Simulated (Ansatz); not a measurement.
A computed series for TaN: pressure series

The reference is TaN in the rock salt structure (space group Fm-3m, No. 225; a = 4.416 Å).

Cell and atoms are relaxed at each pressure.

Method: Ansatz (a quantum-chemistry and plane-wave program) PBE, no SOC, earlier PAW set.

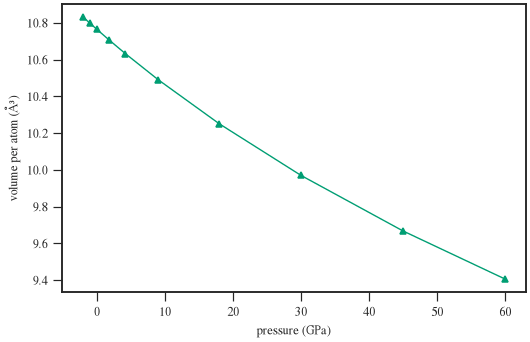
*Volume per atom against pressure*

**Question.** From the plot, what is the volume per atom for pressure 9 GPa?

**Answer.** About 10.5 Å³.

**Question.** Is the trend monotonic over the range shown?

**Answer.** Yes, it falls throughout, spanning 9.41 Å³ to 10.83 Å³.

Load acts through the strain it causes; cell and atoms are relaxed under it. Whether these cells are dynamically stable was not tested. No other phases were tried under pressure. The final runs are not spin-polarised. This is not the structure that TaN has at room temperature and ambient pressure.
